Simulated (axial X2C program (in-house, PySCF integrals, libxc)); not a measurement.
# All-electron X2C curves of SiAl⁻

What are the state, bond length, wavenumber and bond energy of SiAl⁻, and what does spin–orbit coupling change?

The runs use an in-house X2C program for linear molecules on PySCF integrals; all-electron X2C, Si dyall-av3z, Al dyall-av3z.

All values are calculated.

### Step 1. Set-up

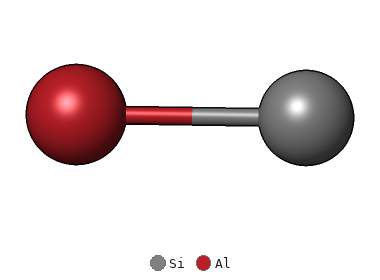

The two atoms at 2.420 Å (silicon grey, aluminium red).

task.json reads:

```json
{
 "zs": [
  14,
  13
 ],
 "q": -1,
 "bas": [
  "dyall-av3z",
  "dyall-av3z"
 ],
 "levels": [
  "PBE0",
  "HF",
  "BLYP"
 ],
 "cc": true,
 "r0": 2.42,
 "thr": -2.0,
 "nmax": 90,
 "npts": 10,
 "nst": 2,
 "ntry": 6
}
```

Keys: zs atomic numbers; q charge; bas basis sets; levels methods (HF also brings MP2); cc coupled cluster on or off; r0 starting distance in Å; thr threshold in hartree for freezing inner shells (an s shell follows its p shell); nmax most natural virtual spinors; npts points asked for on the curve; nst determinants followed; ntry starts of the search.

Command:

```sh
$ python so2c.py task.json out
```

Spin-free means the one-electron spin-free X2C Hamiltonian; two-component (2c) means X2C with spin–orbit coupling and atomic mean-field two-electron Coulomb and Gaunt terms. Basis: Si dyall-av3z contracted to [9s8p3d2f], Al dyall-av3z contracted to [9s9p3d2f]; Gaussian nuclei, density fitting. Masses: Si 27.977 u, Al 26.982 u.

Notation: σ, π±, δ± give the projection m of an orbital's angular momentum (0, ±1, ±2), α and β its spin, Λ and M_S the sums; ω is the projection of a spinor's total angular momentum and Ω the sum. Logs are in hartree.

The results follow Hamiltonian by Hamiltonian and level by level.

### Step 2. State search with PBE0

Determinants are compared with PBE0 at 2.420 Å.

Spin-free determinants:

| ΔE (eV) | state | open shells |
| --- | --- | --- |
| 0.00 | M_S = 1, Λ = 0 | beyond closed shells: π+α, π-α |
| 0.13 | M_S = 1, Λ = 1 | beyond closed shells: σα, π+α, π+β, π-α |
| 0.24 | M_S = 0, Λ = 1 | beyond closed shells: σβ, π+α, π+β, π-α |
| 0.61 | M_S = 0, Λ = 2 | beyond closed shells: π+α, π+β |
| 0.61 | M_S = 0, Λ = 0 | beyond closed shells: π+β, π-α |
| 1.02 | M_S = 0, Λ = 0 | closed shell |
| 1.06 | M_S = 2, Λ = 1 | beyond closed shells: σα, 2 × π+α, π-α |

Two-component determinants:

| ΔE (eV) | state | open shells |
| --- | --- | --- |
| 0.00 | Ω = 1 | excess of +ω over −ω: ω = -1/2, ω = 3/2 |
| 0.12 | Ω = 2 | excess of +ω over −ω: ω = 1/2, ω = 3/2 |
| 0.25 | Ω = 1 | excess of +ω over −ω: 2 × ω = 1/2 |
| 0.60 | Ω = 0 | closed shell |
| 0.63 | Ω = 0 | closed shell |
| 1.06 | Ω = 3 | excess of +ω over −ω: 2 × ω = 3/2 |
| 1.46 | Ω = 0 | excess of +ω over −ω: 3 × ω = 1/2, ω = -3/2 |

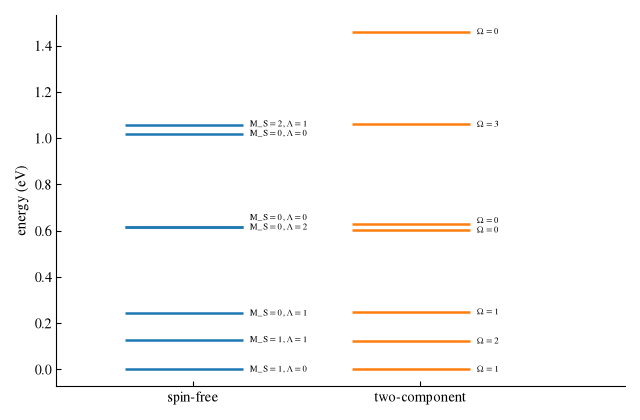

The determinants found, each set from its own lowest.

### Step 3. PBE0, spin-free

State followed: M_S = 1, Λ = 0 (beyond closed shells: π+α, π-α). The scan is laid around 2.442 Å, a first estimate of the minimum, and this SCF restarts from the orbitals of the search.

Output at 2.442 Å:

```text
spin-free X2C-1e  PBE0
basis functions 127  fitting functions 691  grid points 4362
iter        total energy     max residual
   1       -532.125223967     9.35e-01
   2       -532.703965196     1.18e-02
   3       -532.703814910     1.01e-02
   4       -532.707711725     1.94e-03
   5       -532.707809259     9.62e-04
   6       -532.707840642     6.94e-05
   7       -532.707840797     1.76e-05
   8       -532.707840808     5.06e-06
   9       -532.707840810     1.16e-06
converged
one-electron -823.40726836  Coulomb 290.76093579  exact exchange -9.65950325  xc functional -29.84109279  nuclear repulsion 39.43908779
```

Along the bond, energies from the lowest point:

| R (Å) | E (eV) | μ (D) | HOMO (eV) | LUMO (eV) | iterations |
| --- | --- | --- | --- | --- | --- |
| 2.124 | 0.5652 | -0.87 | 0.24 | 1.61 | 13 |
| 2.222 | 0.2337 | -0.61 | 0.20 | 1.70 | 11 |
| 2.296 | 0.0916 | -0.41 | 0.19 | 1.76 | 12 |
| 2.369 | 0.0189 | -0.20 | 0.17 | 1.80 | 12 |
| 2.442 | 0.0000 | 0.01 | 0.16 | 1.85 | 9 |
| 2.527 | 0.0298 | 0.25 | 0.15 | 1.88 | 12 |
| 2.613 | 0.1007 | 0.49 | 0.15 | 1.91 | 12 |
| 2.723 | 0.2338 | 0.79 | 0.15 | 1.94 | 12 |
| 2.857 | 0.4361 | 1.14 | 0.16 | 1.95 | 13 |
| 3.053 | 0.7650 | 1.58 | 0.19 | 1.93 | 14 |

Dipoles are positive if Al is the positive end and refer to the centre of mass.

Outer orbitals at the reference distance:

```tsv
symmetry	occupied	ε (eV)	atomic character
σα	yes	-8.01	59% Si s, 17% Al s, 12% Al p
σβ	yes	-6.61	56% Si s, 20% Al s, 11% Al p
σα	yes	-3.55	44% Al s, 29% Si p, 12% Si s
σβ	yes	-2.99	41% Al s, 27% Si p, 14% Si s
π+α	yes	-0.82	63% Si p, 25% Al p, 7% Al d
π-α	yes	-0.82	63% Si p, 25% Al p, 7% Al d
σα	yes	-0.06	38% Si p, 37% Al p, 14% Al s
σβ	yes	0.16	39% Si p, 37% Al p, 13% Al s
π+β	no	1.85	50% Al p, 44% Si p, 2% Si d
π-β	no	1.85	50% Al p, 44% Si p, 2% Si d
σα	no	2.34	82% Al p, 9% Si p, 6% Al s
π-α	no	2.38	85% Al p, 7% Al d, 4% Si p
```

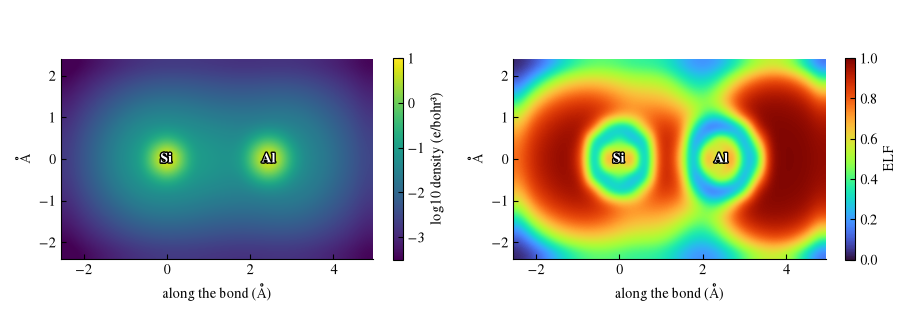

PBE0 fields in a plane through the axis, from a grid of 0.3 Å; Si lies at z = 0 and Al at z = 2.442 Å; the ELF is damped to zero where the density is low.

Re = 2.436 Å, ωe = 395 cm⁻¹, ωexe = 1.64 cm⁻¹, Be = 0.2069 cm⁻¹, De = 2.43 eV, μ = -0.01 D.

### Step 4. HF, spin-free

The SCF at the reference distance of 2.442 Å:

```text
spin-free X2C-1e  HF
basis functions 127  fitting functions 691  grid points 4362
iter        total energy     max residual
   1       -531.845257759     6.21e-02
   2       -531.858275466     4.77e-03
   3       -531.859105724     1.92e-03
   4       -531.859314890     8.98e-04
   5       -531.859384437     4.84e-04
   6       -531.859401485     2.60e-04
   7       -531.859408430     8.42e-05
   8       -531.859409278     3.80e-05
   9       -531.859409419     2.09e-05
  10       -531.859409453     1.27e-05
  11       -531.859409467     6.18e-06
  12       -531.859409472     1.57e-06
  13       -531.859409472     7.62e-07
converged
one-electron -823.09096216  Coulomb 290.48530254  exact exchange -38.69283765  xc functional 0.00000000  nuclear repulsion 39.43908779
```

No constants are quoted: the solution changes its character somewhere along the scan, so the fit is set aside.

### Step 5. BLYP, spin-free

Output at 2.442 Å:

```text
spin-free X2C-1e  BLYP
basis functions 127  fitting functions 691  grid points 4362
iter        total energy     max residual
   1       -532.954053067     4.01e-02
   2       -532.959686794     2.52e-03
   3       -532.958483419     6.69e-03
   4       -532.959910010     7.69e-04
   5       -532.959917932     5.41e-04
   6       -532.959925786     1.46e-04
   7       -532.959926454     1.09e-05
   8       -532.959926459     5.61e-06
   9       -532.959926460     5.23e-07
converged
one-electron -823.34511532  Coulomb 290.68122308  exact exchange 0.00000000  xc functional -39.73512202  nuclear repulsion 39.43908779
```

Re = 2.482 Å, ωe = 355 cm⁻¹, ωexe = 1.79 cm⁻¹, Be = 0.1992 cm⁻¹, De = 2.35 eV, μ = -0.03 D.

### Step 6. Correlated methods, spin-free

Correlated methods: 8 electrons correlated (frozen shells, counted by type: Si 2 s, 1 p; Al 2 s, 1 p), 204 virtual spinors in MP2, 90 natural virtuals in coupled cluster.

Output of the correlated part at 2.442 Å:

```text
correlated 8  virtual 204  natural virtual 90  E(MP2) -0.148493438  MP2 remainder -0.004234127
iter   CCSD correlation   residual
   1     -0.164386221   1.46e-01
   2     -0.172822587   5.99e-02
   3     -0.173683071   1.89e-02
   4     -0.173920398   7.90e-03
   5     -0.173936526   3.00e-03
   6     -0.173928434   1.39e-03
   7     -0.173939049   6.32e-04
   8     -0.173940314   2.14e-04
   9     -0.173939545   8.05e-05
  10     -0.173939832   2.96e-05
  11     -0.173939769   1.10e-05
  12     -0.173939869   3.80e-06
  13     -0.173939884   1.60e-06
(T) -0.010576652  T1 0.0344  D1 0.0527  max T2 0.054
```

T1 in the output is the amplitude norm over the root of the electron number; divide by √2 for the Lee–Taylor value.

MP2: No constants are quoted: the reference changes its character somewhere along the scan, so the fit is set aside.

CCSD: No constants are quoted: the reference changes its character somewhere along the scan, so the fit is set aside.

CCSD(T): No constants are quoted: the reference changes its character somewhere along the scan, so the fit is set aside.

### Step 7. A higher determinant, spin-free

State: M_S = 1, Λ = 1 (beyond closed shells: σα, π+α, π+β, π-α).

Output at the reference distance:

```text
spin-free X2C-1e  PBE0
basis functions 127  fitting functions 691  grid points 4362
iter        total energy     max residual
   1       -532.130615288     9.30e-01
   2       -532.698000176     1.27e-02
   3       -532.689967848     1.82e-02
   4       -532.701435964     6.50e-03
   5       -532.702460792     1.17e-03
   6       -532.702498399     2.55e-04
   7       -532.702499717     8.41e-05
   8       -532.702500263     7.09e-05
   9       -532.702500779     3.56e-05
  10       -532.702501088     2.70e-05
  11       -532.702501173     4.47e-06
  12       -532.702501176     1.29e-06
  13       -532.702501176     3.64e-07
converged
one-electron -823.25273933  Coulomb 290.57702818  exact exchange -9.64821633  xc functional -29.81766149  nuclear repulsion 39.43908779
```

| R (Å) | E above the lowest PBE0 point (eV) |
| --- | --- |
| 2.124 | 0.353 |
| 2.222 | 0.157 |
| 2.296 | 0.101 |
| 2.369 | 0.102 |
| 2.442 | 0.145 |
| 2.527 | 0.234 |
| 2.613 | 0.348 |
| 2.723 | 0.513 |
| 2.857 | 0.715 |

Re = 2.330 Å, ωe = 428 cm⁻¹, ωexe = 2.41 cm⁻¹, Be = 0.2262 cm⁻¹, μ = 0.79 D. Te = 0.10 eV.

### Step 8. The spin-free curves together

Energy (eV) of the followed determinant, spin-free, from each level's lowest point:

| R (Å) | PBE0 | HF (jumps) | MP2 (its reference jumps) | CCSD (its reference jumps) | CCSD(T) (its reference jumps) | BLYP |
| --- | --- | --- | --- | --- | --- | --- |
| 2.124 | 0.565 | 0.565 | 0.570 | n/a | n/a | 0.647 |
| 2.222 | 0.234 | 0.225 | 0.232 | 0.235 | 0.249 | 0.296 |
| 2.296 | 0.092 | 0.083 | 0.088 | 0.091 | 0.100 | 0.135 |
| 2.369 | 0.019 | 0.013 | 0.016 | 0.018 | 0.023 | 0.042 |
| 2.442 | 0.000 | 0.000 | 0.000 | 0.000 | 0.000 | 0.000 |
| 2.527 | 0.030 | 0.039 | 0.035 | 0.032 | 0.026 | 0.001 |
| 2.613 | 0.101 | 0.120 | 0.113 | 0.106 | 0.094 | 0.041 |
| 2.723 | 0.234 | 0.266 | 0.257 | 0.243 | 0.223 | 0.132 |
| 2.857 | 0.436 | 0.476 | 0.481 | n/a | n/a | 0.282 |
| 3.053 | 0.765 | 0.765 | 0.926 | n/a | n/a | 0.535 |

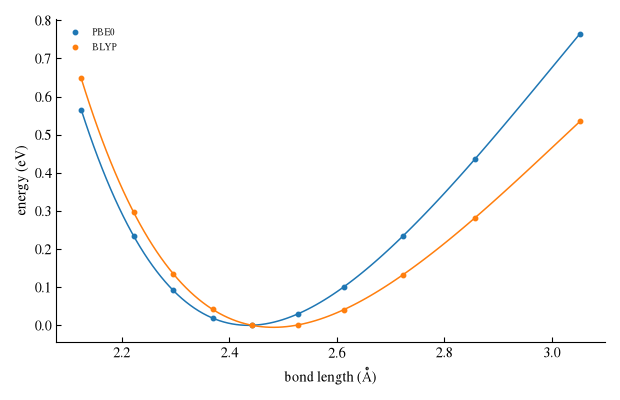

Curves of the followed state, spin-free, each from its own lowest point. Left out: HF, MP2, CCSD, CCSD(T).

### Step 9. PBE0, 2c

State followed: Ω = 1 (excess of +ω over −ω: ω = -1/2, ω = 3/2). The scan is laid around 2.442 Å, a first estimate of the minimum, and this SCF restarts from the orbitals of the search.

Output at 2.442 Å:

```text
two-component X2C + atomic mean field  PBE0
basis functions 127  fitting functions 691  grid points 4362
iter        total energy     max residual
   1       -532.041978013     9.57e-01
   2       -532.639063977     1.18e-02
   3       -532.638899461     1.02e-02
   4       -532.642808370     1.94e-03
   5       -532.642906101     9.61e-04
   6       -532.642937424     6.90e-05
   7       -532.642937582     1.77e-05
   8       -532.642937597     6.08e-06
   9       -532.642937602     4.65e-06
  10       -532.642937605     3.05e-06
  11       -532.642937606     1.86e-06
converged
one-electron -823.23292794  Coulomb 290.70907315  exact exchange -9.65770076  xc functional -29.83547923  nuclear repulsion 39.43908779  atomic mean-field constant -0.06499061
```

Along the bond, energies from the lowest point:

| R (Å) | E (eV) | μ (D) | HOMO (eV) | LUMO (eV) | iterations |
| --- | --- | --- | --- | --- | --- |
| 2.124 | 0.5659 | -0.86 | 0.23 | 1.60 | 18 |
| 2.222 | 0.2343 | -0.61 | 0.20 | 1.69 | 11 |
| 2.296 | 0.0920 | -0.41 | 0.19 | 1.75 | 12 |
| 2.369 | 0.0191 | -0.21 | 0.17 | 1.80 | 12 |
| 2.442 | 0.0000 | 0.00 | 0.16 | 1.84 | 11 |
| 2.527 | 0.0296 | 0.25 | 0.15 | 1.88 | 12 |
| 2.613 | 0.1004 | 0.49 | 0.15 | 1.91 | 12 |
| 2.723 | 0.2334 | 0.79 | 0.15 | 1.93 | 12 |
| 2.857 | 0.4355 | 1.14 | 0.16 | 1.94 | 13 |
| 3.053 | 0.7642 | 1.58 | 0.19 | 1.92 | 14 |

Dipoles are positive if Al is the positive end and refer to the centre of mass.

Outer spinors at the reference distance:

| ω | occupied | ε (eV) | atomic character | λ mixture |
| --- | --- | --- | --- | --- |
| 1/2 | yes | -8.01 | 59% Si s, 17% Al s, 12% Al p | 100% σ |
| -1/2 | yes | -6.61 | 56% Si s, 20% Al s, 11% Al p | 100% σ |
| 1/2 | yes | -3.55 | 44% Al s, 29% Si p, 12% Si s | 100% σ |
| -1/2 | yes | -2.99 | 41% Al s, 27% Si p, 14% Si s | 100% σ |
| -1/2 | yes | -0.83 | 63% Si p, 25% Al p, 7% Al d | 100% π |
| 3/2 | yes | -0.81 | 63% Si p, 25% Al p, 7% Al d | 100% π |
| 1/2 | yes | -0.06 | 38% Si p, 37% Al p, 14% Al s | 100% σ |
| -1/2 | yes | 0.16 | 39% Si p, 37% Al p, 13% Al s | 100% σ |
| 1/2 | no | 1.84 | 50% Al p, 45% Si p, 2% Si d | 100% π |
| -3/2 | no | 1.85 | 50% Al p, 44% Si p, 2% Si d | 100% π |
| 1/2 | no | 2.35 | 85% Al p, 8% Si p, 4% Al s | 100% σ |
| -1/2 | no | 2.38 | 85% Al p, 7% Al d, 5% Si p | 100% π |

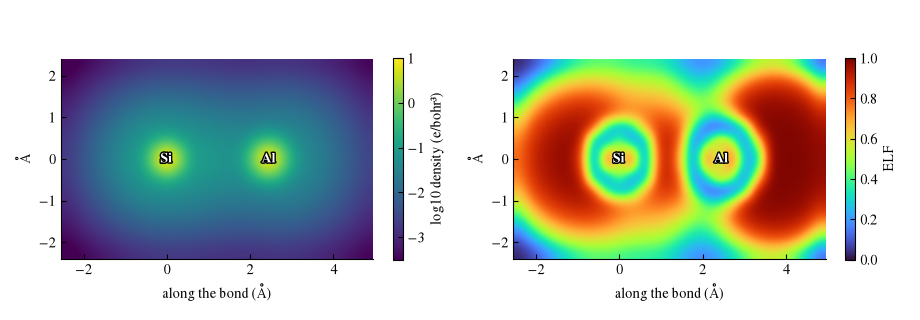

PBE0 fields in a plane through the axis, from a grid of 0.3 Å; Si lies at z = 0 and Al at z = 2.442 Å; the ELF is damped to zero where the density is low.

Re = 2.436 Å, ωe = 395 cm⁻¹, ωexe = 1.64 cm⁻¹, Be = 0.2069 cm⁻¹, De = 2.43 eV, μ = -0.01 D.

### Step 10. HF, 2c

The SCF at the reference distance of 2.442 Å:

```text
two-component X2C + atomic mean field  HF
basis functions 127  fitting functions 691  grid points 4362
iter        total energy     max residual
   1       -531.780560663     6.22e-02
   2       -531.793573826     4.77e-03
   3       -531.794404083     1.92e-03
   4       -531.794613436     8.98e-04
   5       -531.794683338     4.86e-04
   6       -531.794700816     2.60e-04
   7       -531.794708519     8.47e-05
   8       -531.794710007     6.05e-05
   9       -531.794710835     6.57e-05
  10       -531.794711337     6.90e-05
  11       -531.794710618     6.42e-05
  12       -531.794707176     4.87e-05
  13       -531.794704511     3.40e-05
  14       -531.794703669     2.03e-05
  15       -531.794703657     1.60e-05
  16       -531.794703698     1.45e-05
  17       -531.794703763     1.01e-05
  18       -531.794703809     4.54e-06
  19       -531.794703821     1.86e-06
  20       -531.794703822     8.59e-07
converged
one-electron -822.91647471  Coulomb 290.43329792  exact exchange -38.68562422  xc functional 0.00000000  nuclear repulsion 39.43908779  atomic mean-field constant -0.06499061
```

No constants are quoted: the solution changes its character somewhere along the scan, so the fit is set aside.

### Step 11. BLYP, 2c

The SCF at the reference distance of 2.442 Å:

```text
two-component X2C + atomic mean field  BLYP
basis functions 127  fitting functions 691  grid points 4362
iter        total energy     max residual
   1       -532.888965434     4.01e-02
   2       -532.894598854     2.51e-03
   3       -532.893401297     6.68e-03
   4       -532.894820717     7.69e-04
   5       -532.894828734     5.39e-04
   6       -532.894836478     1.46e-04
   7       -532.894837146     1.09e-05
   8       -532.894837151     5.62e-06
   9       -532.894837152     5.20e-07
converged
one-electron -823.17132426  Coulomb 290.62992735  exact exchange 0.00000000  xc functional -39.72753742  nuclear repulsion 39.43908779  atomic mean-field constant -0.06499061
```

No constants are quoted: the solution changes its character somewhere along the scan, so the fit is set aside.

### Step 12. MP2 and beyond, 2c

Correlated methods: 8 electrons correlated (frozen shells, counted by type: Si 2 s, 1 p; Al 2 s, 1 p), 204 virtual spinors in MP2, 90 natural virtuals in coupled cluster.

Output of the correlated part at 2.442 Å:

```text
correlated 8  virtual 204  natural virtual 90  E(MP2) -0.148479332  MP2 remainder -0.004232855
iter   CCSD correlation   residual
   1     -0.164371786   1.46e-01
   2     -0.172809205   5.99e-02
   3     -0.173671051   1.89e-02
   4     -0.173909664   7.96e-03
   5     -0.173926536   3.09e-03
   6     -0.173918805   1.51e-03
   7     -0.173930354   7.79e-04
   8     -0.173931791   4.20e-04
   9     -0.173930297   3.12e-04
  10     -0.173930532   2.43e-04
  11     -0.173930346   1.75e-04
  12     -0.173931707   1.03e-04
  13     -0.173931933   6.39e-05
  14     -0.173932219   4.24e-05
  15     -0.173932198   2.55e-05
  16     -0.173932219   1.29e-05
  17     -0.173932190   5.83e-06
  18     -0.173932169   3.09e-06
  19     -0.173932165   1.97e-06
(T) -0.010576370  T1 0.0347  D1 0.0532  max T2 0.054
```

MP2: No constants are quoted: the reference changes its character somewhere along the scan, so the fit is set aside.

CCSD: No constants are quoted: the reference changes its character somewhere along the scan, so the fit is set aside.

CCSD(T): No constants are quoted: the reference changes its character somewhere along the scan, so the fit is set aside.

### Step 13. A higher determinant, 2c

State: Ω = 2 (excess of +ω over −ω: ω = 1/2, ω = 3/2).

Output at the reference distance:

```text
two-component X2C + atomic mean field  PBE0
basis functions 127  fitting functions 691  grid points 4362
iter        total energy     max residual
   1       -532.047785055     9.51e-01
   2       -532.633295355     1.27e-02
   3       -532.625119165     1.83e-02
   4       -532.636737104     6.53e-03
   5       -532.637773292     1.16e-03
   6       -532.637810365     2.56e-04
   7       -532.637811644     8.14e-05
   8       -532.637812145     6.71e-05
   9       -532.637812599     3.40e-05
  10       -532.637812873     2.69e-05
  11       -532.637812961     4.54e-06
  12       -532.637812965     1.33e-06
  13       -532.637812965     3.58e-07
converged
one-electron -823.08117851  Coulomb 290.52776815  exact exchange -9.64640565  xc functional -29.81209414  nuclear repulsion 39.43908779  atomic mean-field constant -0.06499061
```

| R (Å) | E above the lowest PBE0 point (eV) |
| --- | --- |
| 2.124 | 0.347 |
| 2.222 | 0.151 |
| 2.296 | 0.095 |
| 2.369 | 0.096 |
| 2.442 | 0.139 |
| 2.527 | 0.228 |
| 2.613 | 0.343 |
| 2.723 | 0.507 |
| 2.857 | 0.710 |

Re = 2.330 Å, ωe = 429 cm⁻¹, ωexe = 2.4 cm⁻¹, Be = 0.2262 cm⁻¹, μ = 0.79 D. Te = 0.09 eV.

### Step 14. The 2c curves together

Energy (eV) of the followed determinant, 2c, from each level's lowest point:

| R (Å) | PBE0 | HF (jumps) | MP2 (its reference jumps) | CCSD (its reference jumps) | CCSD(T) (its reference jumps) | BLYP (jumps) |
| --- | --- | --- | --- | --- | --- | --- |
| 2.124 | 0.566 | 0.566 | 0.571 | n/a | n/a | 0.431 |
| 2.222 | 0.234 | 0.226 | 0.232 | 0.236 | 0.249 | 0.211 |
| 2.296 | 0.092 | 0.083 | 0.088 | 0.091 | 0.100 | 0.136 |
| 2.369 | 0.019 | 0.013 | 0.016 | 0.018 | 0.023 | 0.117 |
| 2.442 | 0.000 | 0.000 | 0.000 | 0.000 | 0.000 | 0.000 |
| 2.527 | 0.030 | 0.039 | 0.035 | 0.032 | 0.026 | 0.001 |
| 2.613 | 0.100 | 0.120 | 0.113 | 0.106 | 0.094 | 0.041 |
| 2.723 | 0.233 | 0.265 | 0.257 | 0.242 | 0.222 | 0.132 |
| 2.857 | 0.435 | 0.476 | 0.480 | n/a | n/a | 0.281 |
| 3.053 | 0.764 | 0.764 | 0.925 | n/a | n/a | 0.534 |

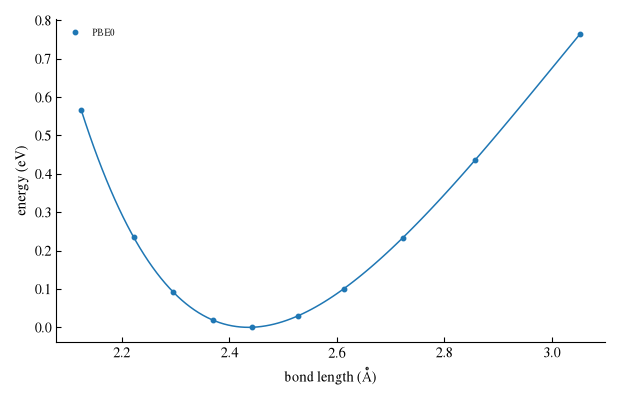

Curves of the followed state, 2c, each from its own lowest point. Left out: HF, MP2, CCSD, CCSD(T), BLYP.

Time for the job: 71 s (1 thread, shared host).

### Step 15. Results

Lowest determinant that the search found at its distance, spin-free: M_S = 1, Λ = 0 (beyond closed shells: π+α, π-α).

Lowest determinant that the search found at its distance, 2c: Ω = 1 (excess of +ω over −ω: ω = -1/2, ω = 3/2).

```csv
Hamiltonian,level,Re (Å),ωe (cm⁻¹),De (eV)
spin-free,PBE0,2.436,395,2.43
spin-free,BLYP,2.482,355,2.35
2c,PBE0,2.436,395,2.43
```

No constants: spin-free HF (the solution changes its character somewhere along the scan, so the fit is set aside); spin-free MP2 (the reference changes its character somewhere along the scan, so the fit is set aside); spin-free CCSD (the reference changes its character somewhere along the scan, so the fit is set aside); spin-free CCSD(T) (the reference changes its character somewhere along the scan, so the fit is set aside); 2c HF (the solution changes its character somewhere along the scan, so the fit is set aside); 2c MP2 (the reference changes its character somewhere along the scan, so the fit is set aside); 2c CCSD (the reference changes its character somewhere along the scan, so the fit is set aside); 2c CCSD(T) (the reference changes its character somewhere along the scan, so the fit is set aside); 2c BLYP (the solution changes its character somewhere along the scan, so the fit is set aside).

Time per point (s) on 1 thread, shared host (2c runs); the times are rough: PBE0 0.33.

In words: At PBE0, going from spin-free to two-component changes Re by 0 mÅ, ωe by 0.0 %; the spin-free picture holds up (part of it comes from the scalar share of the two-electron terms). De moves by 0.00 eV; both De rest on single-determinant atoms, which can miss part of an open shell's spin–orbit lowering. The highest occupied level is positive at the mean-field levels quoted, but negative in the Hartree–Fock runs, so self-interaction plays a part.

De refers to Si- + Al, each in the lowest determinant found, which need not be this curve's own limit. Each curve is one determinant whose occupation by symmetry is held fixed; it was picked as the lowest of a PBE0 search that is not exhaustive. De is counted from the lowest determinant-based energies of the atoms at the same level, without counterpoise correction. Density functionals use the spin component along the axis (collinear). With several unpaired electrons one determinant need not be a pure state. At some level an empty orbital lies below a filled one.
